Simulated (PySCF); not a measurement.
Consider C₇H₁₀Si (SMILES C=C=C(C)C#C[SiH2]C).

Input file:

```
{"job": {"kind": "uv", "xc": "wB97X-D", "basis": "def2-SVPD", "nstates": 8, "ntriplets": 3}, "charge": 0, "multiplicity": 1}
C      2.916663     1.588203     1.014856
C      2.331365     0.632616     0.371069
C      1.724247    -0.329467    -0.276768
C      2.451861    -1.391980    -1.057985
C      0.309018    -0.404776    -0.261500
C     -0.897531    -0.491032    -0.265970
Si    -2.739375    -0.588627    -0.245587
C     -3.388226     0.852194     0.805640
H      3.137596     2.537286     0.550066
H      3.209106     1.484414     2.048967
H      3.526565    -1.236220    -1.002862
H      2.137799    -1.363839    -2.100943
H      2.210170    -2.376704    -0.658631
H     -3.138034    -1.875614     0.341950
H     -3.233615    -0.483744    -1.625929
H     -4.473504     0.845049     0.855391
H     -3.082259     1.809845     0.393649
H     -3.010604     0.798712     1.822953
```

Command:

```sh
OMP_NUM_THREADS=1 python probes_run.py task.json out
```

Geometry: GFN2-xTB.

All numbers below come from wB97X-D/def2-SVPD, SCF density, gas phase (PySCF).

Predict the electron density and electron localisation function between the atoms.

Answer. C–C (1.21 Å): ρ is about 2.7 e/Å³ halfway; the ELF peaks at about 0.85 between the atoms (a short, multiple covalent bond).
C–Si (1.84 Å): ρ at the midpoint is about 0.94 e/Å³; the ELF peaks at about 0.95 between the atoms: a shared electron pair.
C–H (1.09 Å): ρ at the midpoint is about 2 e/Å³; the ELF climbs to about 1 towards the hydrogen, as it does in any bond to H: a covalent bond by its length.
C–C (1.29 Å): the density is about 2.4 e/Å³ at the midpoint; the ELF peaks at about 0.90 between the atoms; a short, multiple covalent bond.

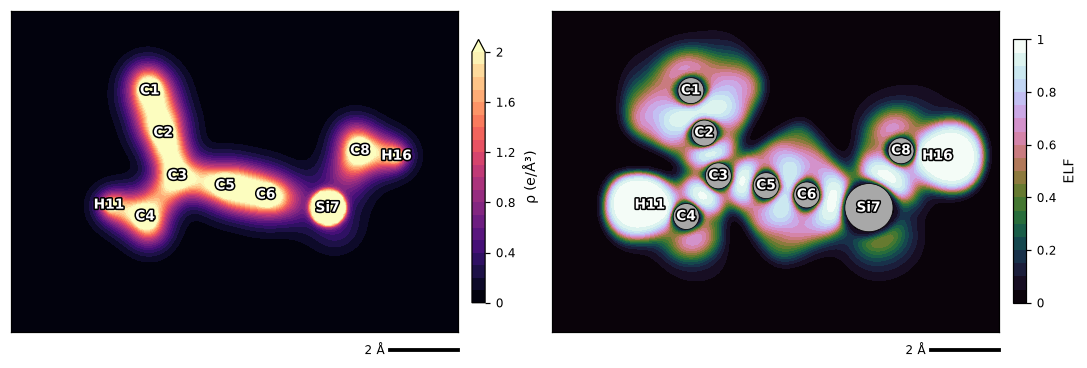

Computed electron density and electron localisation function on the plane of atoms C4, C3 and C5, in this order. Grey discs cover the atomic cores in the ELF map. 
